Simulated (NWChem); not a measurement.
# One shape, several levels: CH2Br2 (dibromomethane)

Aim: a comparison of 6 runs (HF/STO-3G, HF/3-21G, M06-2X/def2-SVPD, B3LYP/6-31G*, B3LYP/def2-SVPD, r2SCAN/def2-SVPD) of CH2Br2 (dibromomethane). 

The results are computed with NWChem 7.3.0.

1 further run of the same task is left out (set aside as unsound or not needed).

## Step 1: The molecule

CH2Br2: 5 atoms, total charge 0, spin state singlet. As SMILES, `BrCBr`. The shape is that of a PBE0-D4/def2-TZVP optimisation.

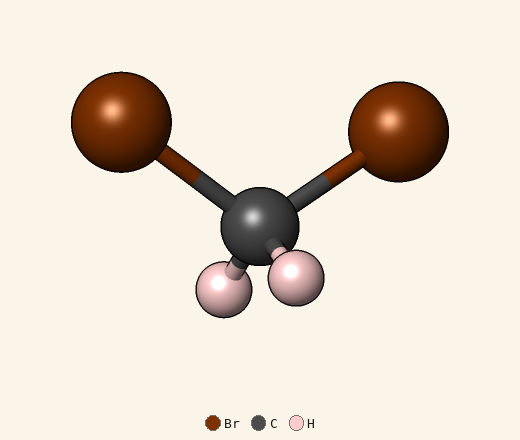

The structure, seen from a chosen angle (bromine brown, carbon dark grey, hydrogen pink).

## Step 2: Energy and gradient at HF/STO-3G (run 1)

Input file run.py:

```python
from ase import Atoms
from ase.calculators.nwchem import NWChem

system = Atoms(['Br', 'C', 'Br', 'H', 'H'], positions=[
    [-0.582370, -0.873340, 1.500320],
    [-0.105050, 0.124070, -0.071970],
    [1.613500, -0.344140, -0.794330],
    [-0.075830, 1.173320, 0.198040],
    [-0.850250, -0.079900, -0.832070],
])

calc = NWChem(
    label='ch2br2',
    theory='scf',
    memory='2200 mb',
    basis='STO-3G',
    basispar='spherical bse',
    scf={'nopen': '0', 'rhf': None, 'thresh': '1e-08', 'maxiter': '80'},
)
system.calc = calc

forces = system.get_forces()
print("Total energy (eV):", round(system.get_potential_energy(), 6))
print("forces (eV/A):")
for s, f in zip(system.symbols, forces):
    print(f"{s:2s} {f[0]:10.5f} {f[1]:10.5f} {f[2]:10.5f}")
print("dipole (e A):", system.get_dipole_moment().round(4))
```

Started as:

```console
$ export ASE_NWCHEM_COMMAND="nwchem PREFIX.nwi > PREFIX.nwo"
$ python run.py
```

What it wrote:

```text
Total energy (eV): -139537.198418
forces (eV/A):
Br   -0.03733    0.10583   -0.10068
C     0.68443   -0.80990    0.47097
Br   -0.12259    0.08454   -0.01070
H    -0.25773    0.31702   -0.17386
H    -0.26678    0.30257   -0.18579
dipole (e A): [-0.1926  0.2274 -0.1319]
```

The calculator wrote ch2br2.nwi:

```
title "ch2br2"

permanent_dir ch2br2

scratch_dir ch2br2

start ch2br2

geometry units angstrom nocenter noautosym noautoz
  Br -5.8237000000000005e-01 -8.7334000000000001e-01 1.5003200000000001e+00
  C  -1.0505000000000000e-01 1.2407000000000000e-01 -7.1970000000000006e-02
  Br 1.6134999999999999e+00 -3.4414000000000000e-01 -7.9432999999999998e-01
  H  -7.5829999999999995e-02 1.1733199999999999e+00 1.9803999999999999e-01
  H  -8.5024999999999995e-01 -7.9899999999999999e-02 -8.3206999999999998e-01
end

memory 2200 mb

basis spherical bse noprint
   * library STO-3G
end

scf
  nopen 0
  rhf
  thresh 1e-08
  maxiter 80
end

task scf gradient
```

ch2br2.nwo:

```text
Northwest Computational Chemistry Package (NWChem) 7.3.0
             --------------------------------------------------------

           Job information
           ---------------

    nwchem branch   = 7.3.0
    use scalapack   = T
    input           = ch2br2.nwi
    prefix          = ch2br2.
    data base       = ch2br2/ch2br2.db
    status          = startup
    nproc           =        1

           Memory information
           ------------------

    heap     =     72089598 doubles =      550.0 Mbytes
    stack    =     72089595 doubles =      550.0 Mbytes
    global   =    144179200 doubles =     1100.0 Mbytes (distinct from heap & stack)
    total    =    288358393 doubles =     2200.0 Mbytes
    verify   = yes
    hardfail = no

[... 127 lines left out ...]
 Convergence threshold     :          1.000E-08
[... 13 lines left out ...]
       Final RHF  results
[... 3 lines left out ...]
      One-electron energy =  -7879.994319083548
[... 1 line left out ...]
 Nuclear repulsion energy =    353.005306155546
[... 51 lines left out ...]
                       ROHF Final Molecular Orbital Analysis
[... 154 lines left out ...]
    atom               coordinates                        gradient
                 x          y          z           x          y          z
   1 Br     -1.100520  -1.650373   2.835194    0.000726  -0.002058   0.001958
   2 C      -0.198516   0.234458  -0.136004   -0.013310   0.015750  -0.009159
   3 Br      3.049073  -0.650330  -1.501066    0.002384  -0.001644   0.000208
   4 H      -0.143298   2.217253   0.374241    0.005012  -0.006165   0.003381
   5 H      -1.606740  -0.150989  -1.572384    0.005188  -0.005884   0.003613

                 ----------------------------------------
                 |  Time  |  1-e(secs)   |  2-e(secs)   |
                 ----------------------------------------
                 |  CPU   |       0.00   |       0.93   |
                 ----------------------------------------
                 |  WALL  |       0.00   |       0.93   |
                 ----------------------------------------

 Task  times  cpu:        5.8s     wall:        5.8s
 Total times  cpu:        5.8s     wall:        5.8s
```

It took 7.5 s on 1 thread of Intel Xeon 6975P-C (Granite Rapids), shared host; peak memory 0.1 GiB.

## Step 3: Energy and forces at HF/3-21G (run 2)

Input file calc.nw:

```
start calc
title "CH2Br2"
memory stack 880 mb heap 220 mb global 1100 mb
geometry units angstroms noautosym nocenter noautoz
  Br    -0.582370    -0.873340     1.500320
  C     -0.105050     0.124070    -0.071970
  Br     1.613500    -0.344140    -0.794330
  H     -0.075830     1.173320     0.198040
  H     -0.850250    -0.079900    -0.832070
end
basis spherical bse
  * library 3-21G
end
scf
  singlet
  rhf
  thresh 1e-08
  maxiter 80
end
task scf gradient
```

Started as:

```console
$ nwchem calc.nw > calc.out
```

What it wrote:

```text
[...]
  functions       =    57
[...]
  wavefunction    = RHF
[...]
         Total SCF energy =  -5158.900085368758
      One-electron energy =  -7897.092302727378
      Two-electron energy =   2385.186911203074
 Nuclear repulsion energy =    353.005306155547
        Time for solution =      4.0s
[...]
                         RHF ENERGY GRADIENTS
    atom               coordinates                        gradient
                 x          y          z           x          y          z
   1 Br     -1.100520  -1.650373   2.835194    0.007072   0.011693  -0.019541
   2 C      -0.198516   0.234458  -0.136004    0.017425  -0.020548   0.011895
   3 Br      3.049073  -0.650330  -1.501066   -0.021146   0.004903   0.009933
   4 H      -0.143298   2.217253   0.374241    0.002359   0.008506   0.004224
   5 H      -1.606740  -0.150989  -1.572384   -0.005710  -0.004554  -0.006510
[...]
```

It took 6 s on 1 thread of Intel Xeon 6975P-C (Granite Rapids), shared host; peak memory 0.1 GiB.

Runs 3 to 5 aren't shown in full; the table further down has their settings and results.

## Step 4: Energy and forces at r2SCAN/def2-SVPD (run 6)

Input file calc.xyz:

```xyz
5

Br    -0.582370    -0.873340     1.500320
C     -0.105050     0.124070    -0.071970
Br     1.613500    -0.344140    -0.794330
H     -0.075830     1.173320     0.198040
H     -0.850250    -0.079900    -0.832070
```

Input file calc.nw:

```
start calc
memory total 2200 mb
charge 0
geometry noautosym nocenter noautoz
   load calc.xyz
end
basis spherical bse
   * library def2-SVPD
end
dft
   xc r2scan
   grid fine
   convergence energy 1e-08
   iterations 100
   mulliken
end
task dft gradient
```

Started as:

```console
$ nwchem calc.nw > calc.out
```

What it wrote:

```text
[...]
          Wavefunction type:  closed shell.
          No. of atoms     :     5
          No. of electrons :    78
[...]
          Charge           :     0
          Spin multiplicity:     1
[...]
          AO basis - number of functions:   118
[...]
              XC Information
              --------------
                      r^2SCAN Method XC Functional
               r^2SCAN metaGGA Exchange Functional  1.000
                     r^2SCAN Correlation Potential  1.000
[...]
 d= 0,ls=0.0,diis     1  -5186.8551548735 -5.54D+03  1.31D-02  6.65D-01     5.3
[...]
 d= 0,ls=0.0,diis     8  -5186.9265543592  3.66D-09  1.78D-06  5.25D-08    33.1
         Total DFT energy =    -5186.926554359154
      One electron energy =    -7920.111977658743
           Coulomb energy =     2568.955522299165
    Exchange-Corr. energy =     -188.775405155122
 Nuclear repulsion energy =      353.005306155547
[...]
      Total Density - Mulliken Population Analysis
     ---------------------------------------------
    Atom       Charge   Shell Charges
 -----------   ------   -------------------------------------------------------
    1 Br  35    35.11   2.00  2.00  1.99  1.46  0.49  0.03  6.00  5.98  2.38  2.61  0.11  8.20  1.74  0.11  0.02
    2 C    6     6.11   1.99  0.97  0.05 -0.13  1.97  1.13  0.04  0.10
    3 Br  35    35.11   2.00  2.00  1.99  1.46  0.49  0.03  6.00  5.98  2.38  2.61  0.11  8.20  1.74  0.11  0.02
    4 H    1     0.84   0.74  0.05  0.02  0.02
    5 H    1     0.84   0.74  0.05  0.02  0.02
[...]
  wavefunction    = closed shell
                         DFT ENERGY GRADIENTS
    atom               coordinates                        gradient
                 x          y          z           x          y          z
   1 Br     -1.100520  -1.650373   2.835194    0.001946   0.002708  -0.004756
   2 C      -0.198516   0.234458  -0.136004   -0.001621   0.001930  -0.001133
   3 Br      3.049073  -0.650330  -1.501066   -0.005110   0.001014   0.002608
   4 H      -0.143298   2.217253   0.374241    0.000018  -0.006668  -0.001517
   5 H      -1.606740  -0.150989  -1.572384    0.004767   0.001016   0.004799
[...]
```

It took 46 s on 1 thread of Intel Xeon 6975P-C (Granite Rapids), shared host; peak memory 0.13 GiB.

## Step 5: Overview of the runs

```tsv
run	level	iteration cap	module	energy (Eh)	dipole moment (D)	HOMO energy (eV)	LUMO energy (eV)	wall time
1	HF/STO-3G	80	scf	-5127.897502	1.57	-8.50	8.40	7.5 s
2	HF/3-21G	80	scf	-5158.900085	1.70	-10.69	3.37	6 s
3	M06-2X/def2-SVPD	100	dft	-5187.027750	–	–	–	54 s
4	B3LYP/6-31G* (Cartesian functions)	100	dft	-5187.067397	1.63	-7.83	-1.14	33 s
5	B3LYP/def2-SVPD	100	dft	-5187.023538	1.43	-7.96	-1.42	46 s
6	r2SCAN/def2-SVPD	100	dft	-5186.926554	1.47	-7.29	-1.89	46 s
```

## Step 6: What came out

```
                       quantity           value
            run 6: total energy  -5186.92655 Eh
           run 6: dipole moment          1.47 D
             run 6: HOMO energy        -7.29 eV
             run 6: LUMO energy        -1.89 eV
           run 6: HOMO–LUMO gap         5.40 eV
run 6: largest force on an atom      0.352 eV/Å
```

In words: Over runs 1, 2, 4, 5, 6 the dipole moment (its size) runs from 1.43 D (B3LYP/def2-SVPD) to 1.70 D (HF/3-21G). The two ends differ in method and basis. Over runs 1, 2, 4, 5, 6 the HOMO–LUMO gap runs from 5.40 eV (r2SCAN/def2-SVPD) to 16.90 eV (HF/STO-3G). Totals of different functionals can't be ranked against each other. In run 1 the basis is minimal, so the values are rough. All runs together took 3.2 min, the longest 54 s.
